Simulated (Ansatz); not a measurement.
```yaml
atoms:
  - { symbol: F, position_ang: [1.5625, -0.9310, 1.4550] }
  - { symbol: Ge, position_ang: [1.1409, -0.0391, 0.0275] }
  - { symbol: F, position_ang: [1.6666, 1.5784, 0.3719] }
  - { symbol: Si, position_ang: [-1.2373, -0.0272, -0.1735] }
  - { symbol: H, position_ang: [2.0609, -0.5588, -1.0884] }
  - { symbol: H, position_ang: [-1.6958, -1.4238, -0.3761] }
  - { symbol: H, position_ang: [-1.6028, 0.8055, -1.3459] }
  - { symbol: H, position_ang: [-1.8028, 0.5390, 1.0737] }
```

Geometry: PBE0-D4/def2-TZVP.

Theory: Ansatz 0.2.0, RKS PBE0-D4/def2-TZVPP.

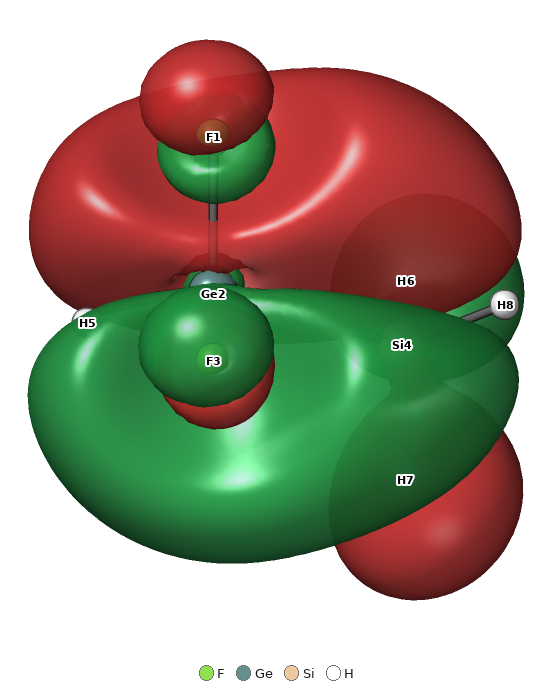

F2GeH4Si. The LUMO at ±0.05 Å⁻³ᐟ² (green and red are the two phases), seen at a tilt.

Describe this orbital and give its energy.

Its weight (Hirshfeld) is mainly on Ge2 (about 45 %), Si4 (about 25 %), F1 (about 5 %) and F3 (about 5 %). Its energy is −0.62 eV.
